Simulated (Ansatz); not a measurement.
# AlCl$_{2}$H$_{3}$SSi$_{2}$: what the fields show

```xyz
9

Al    0.0937   -2.7042    0.4298
Si    0.2222   -0.3285    0.4851
S     1.8954    1.0057   -0.1689
Si   -0.1004    1.6505   -0.5664
Cl   -0.6378    1.8391   -2.5527
Cl   -0.7372    3.3460    0.4272
H    -1.3764   -3.2521    0.5703
H     0.0524   -1.3932   -0.8336
H     1.4712   -3.4675    0.3821
```

These are results of RKS B3LYP/def2-SVP (Ansatz 0.2.0), not measurements.

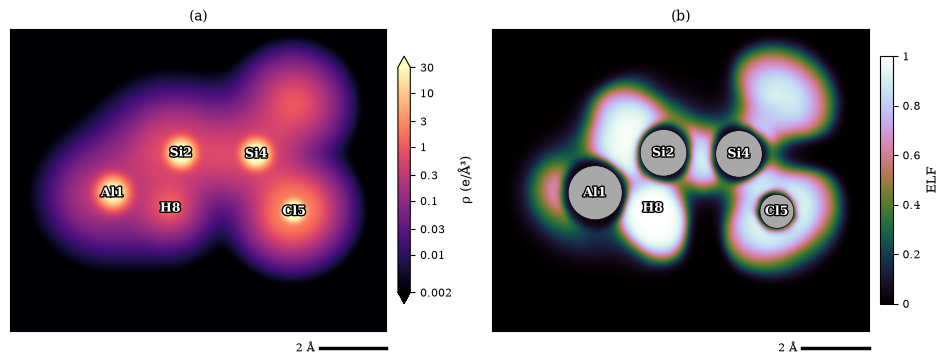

Figure 1. (a) electron density; (b) ELF on the plane of atoms Si2, Si4 and Cl5. Grey discs cover the atomic cores in the ELF map.

**Interpret the plot.**

Atoms in the plane: Al, Si, Cl and H. Si–Cl (2.07 Å): the density is about 0.84 e/Å³ at the midpoint; the ELF peaks at about 0.90 between the atoms: a shared but strongly polarised pair. Si–Si (2.26 Å): the density is about 0.62 e/Å³ at the midpoint; the ELF peaks at about 0.90 between the atoms: a covalent bond. Al–Si (2.38 Å): ρ is about 0.42 e/Å³ halfway; the ELF peaks at about 0.85 between the atoms: localised, covalent bonding. Si–H (1.70 Å): ρ is about 0.51 e/Å³ halfway; the ELF climbs to about 1 towards the hydrogen, as it does in any bond to H. The ELF also peaks beside Cl5 and Cl6, away from the bonds: lone-pair regions.

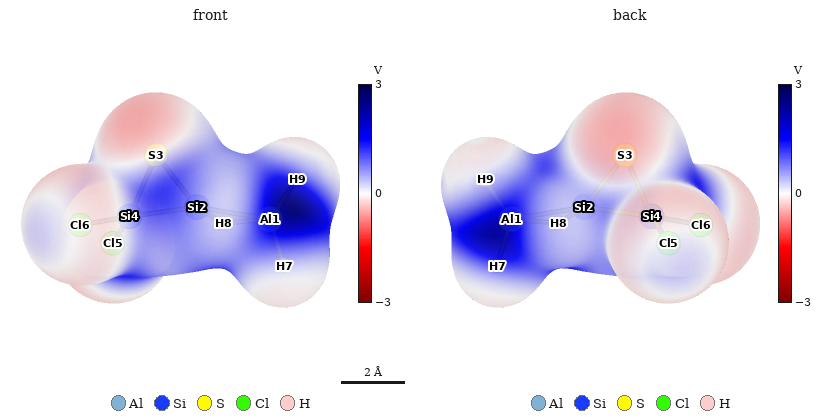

Figure 2. The molecular electrostatic potential painted on the density surface at 0.002 e/bohr³, seen from the front and from behind; red is negative and blue positive.

**Where is the surface potential most negative and most positive?**

The most negative region (about −0.5 V) lies over S3, the most positive (about +2.4 V) over Al1. Cl5 shows a σ-hole: about +0.2 V at the tip opposite its bond, against about −0.2 V on its flanks. Cl6 shows a σ-hole: about +0.3 V at the tip opposite its bond, against about −0.2 V on its flanks.

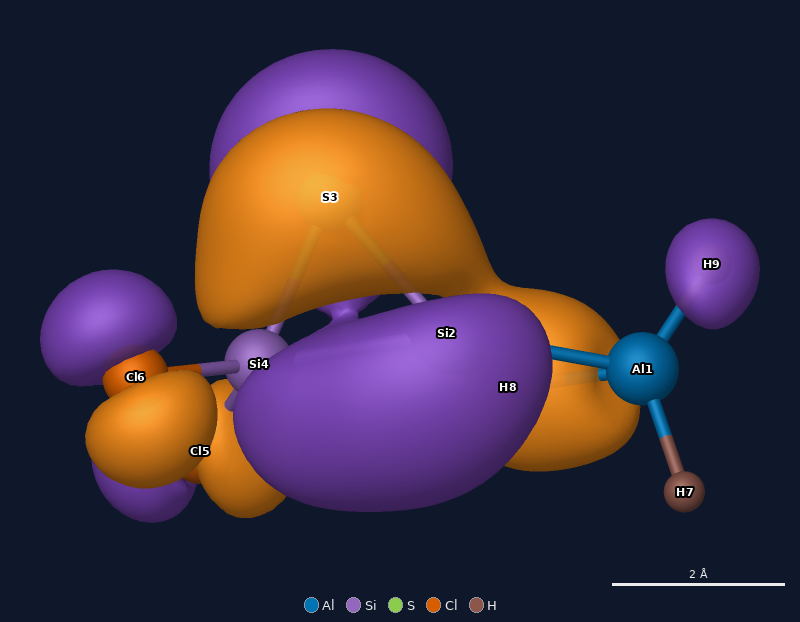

Figure 3. The HOMO−1 at ±0.06 Å⁻³ᐟ² (orange and purple are the two phases), seen at a tilt.

**Where does this orbital lie, and at what energy?**

Its weight (Hirshfeld) is mainly on S3 (about 45 %), Si2 (about 20 %) and Si4 (about 15 %). Its energy is −7.37 eV.
